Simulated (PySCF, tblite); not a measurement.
# C5H9F3O2Si: geometry, infrared bands and NMR shifts

Aim: predict the infrared bands and NMR shifts of C5H9F3O2Si (`CC[C@@H]1O[SiH2]O[C@@H]1C(F)(F)F`).

The runs use tblite 0.8.0 and PySCF 2.14.0, with density-fitted response routines of our own; the level of theory stands in each step. All values are computed, except where a source is named. Atoms count from 0, in the outputs and in this text.

## Step 1: Starting geometry

20 atoms, charge 0, multiplicity 1; geometry from: force field or distance geometry start.

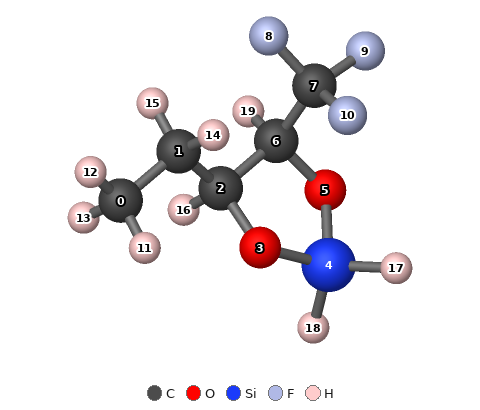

The starting geometry (carbon dark grey, oxygen red, silicon blue, fluorine light blue, hydrogen pink), atoms numbered.

## Step 2: Geometry optimisation with GFN2-xTB

The job: settings as JSON, then the geometry in Å.

```
{"job": {"kind": "relax", "xc": "GFN2-xTB", "basis": "xTB"}, "charge": 0, "multiplicity": 1}
C      2.623800    -0.169800    -0.551900
C      1.329100     0.588700    -0.218900
C      0.280100    -0.342600     0.391500
O     -0.129900    -1.320000    -0.592000
Si    -1.652000    -1.885000    -0.145000
O     -2.024700    -0.714900     0.991900
C     -1.023900     0.348100     0.888700
C     -1.501800     1.534300     0.050200
F     -0.627900     2.557700     0.110200
F     -2.696100     1.998600     0.510700
F     -1.677100     1.211400    -1.256600
H      2.429800    -0.946700    -1.298700
H      3.355300     0.526100    -0.946700
H      3.045700    -0.640800     0.336700
H      0.960900     1.051400    -1.131200
H      1.569000     1.386600     0.511500
H      0.722400    -0.884600     1.233100
H     -2.584400    -1.801100    -1.294800
H     -1.555700    -3.209400     0.493400
H     -0.847800     0.722600     1.915000
```

Command:

```sh
> OMP_NUM_THREADS=1 python probes_run.py task.json out
```

This one command runs all jobs of the session in turn.

**Question.** This job is followed by: GFN2-xTB harmonic vibrations, gas phase; GIAO PBE0/pcSseg-1 NMR shielding, non-relativistic, gas phase. Predict these results of the whole session: strongest single infrared mode (GFN2-xTB); zero-point energy (GFN2-xTB); 13C shifts against TMS (PBE0/pcSseg-1); 1H shifts against TMS (PBE0/pcSseg-1, means over atoms taken as alike); 17O shifts against H2O (PBE0/pcSseg-1); 29Si shifts against TMS (PBE0/pcSseg-1); 19F shifts against CFCl3 (PBE0/pcSseg-1, means over atoms taken as alike).

As calculated:

```
                                                                 quantity                                         value
                                strongest single infrared mode (GFN2-xTB)                         2374 cm⁻¹, 365 km/mol
                                             zero-point energy (GFN2-xTB)                                 87.9 kcal/mol
                                   13C shifts against TMS (PBE0/pcSseg-1)             133.9, 79.4, 78.2, 29.3, 14.6 ppm
   1H shifts against TMS (PBE0/pcSseg-1, means over atoms taken as alike)  5.09, 5.07, 4.36, 4.13, 1.91, 1.74, 1.31 ppm
                                   17O shifts against H2O (PBE0/pcSseg-1)                                50.4, 47.7 ppm
                                  29Si shifts against TMS (PBE0/pcSseg-1)                                      -0.3 ppm
19F shifts against CFCl3 (PBE0/pcSseg-1, means over atoms taken as alike)                                     -88.5 ppm
```

In words: Relaxing lowered the energy by 0.321 eV in 68 steps; the close pair that moved most is O5–C6, from 1.464 to 1.385 Å. No mode is imaginary among the 54: a minimum at this level. The strongest single mode, at 2374 cm⁻¹, moves mainly H18 and H17. GFN2-xTB is a fitted tight-binding method: band positions and strengths are rough. Its intensities can rank the bands wrongly. At PBE0/pcSseg-1: Shielding is most anisotropic at F8, F9, F10 (span 162 ppm, paramagnetic term -215 ppm).
